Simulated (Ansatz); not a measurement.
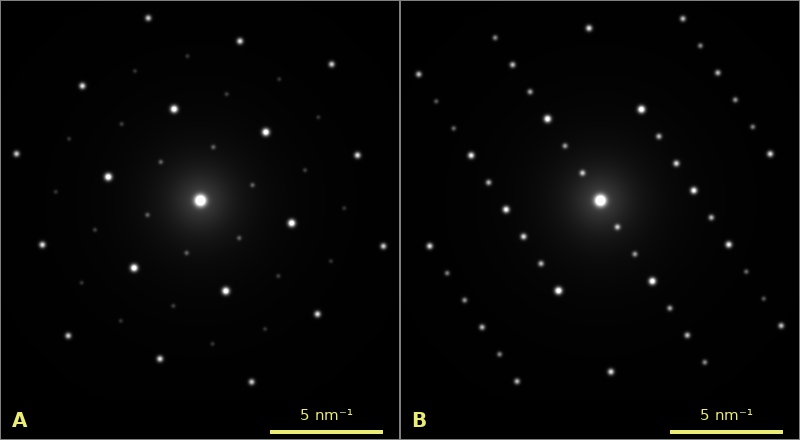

Kinematic electron diffraction patterns (300 kV, B = 0.5 Å², same scale, each along a low-index zone) of two structures of composition CdW2, each relaxed at zero pressure with DFT PBE, scalar-relativistic, plane waves, PAW in Ansatz.

The structures (standard cells):
1. P6/mmm (No. 191), a = 4.699 Å, c = 2.755 Å (hexagonal axes), 3 atoms; generated start, possibly hypothetical
2. R-3m (No. 166), a = 3.054 Å, c = 20.705 Å (hexagonal axes), 9 atoms; generated start, possibly hypothetical

Which pattern belongs to which structure, and along which zone?

Answer. A is structure 1 along [001]: hexagonal net of 1 -1 0 (weak) at d = 4.07 Å and 1 0 0 (weak) at d = 4.07 Å, 60.0° apart (some points of this net are extinct or too weak to see). B is structure 2 along [100] or an equivalent direction: oblique net of 0 0 3 at d = 6.90 Å and 0 -1 1 at d = 2.62 Å, 82.7° apart (some points of this net are extinct or too weak to see).

Which structure lies lowest at this level of theory, and by how much?

Answer. Structure 2 (R-3m, 18.58 Å³ an atom) is the lowest of these; structure 1 (P6/mmm, 17.56 Å³ an atom) lies about 110 meV an atom higher. These are static energies at 0 K; other structures, not shown, may lie lower still.
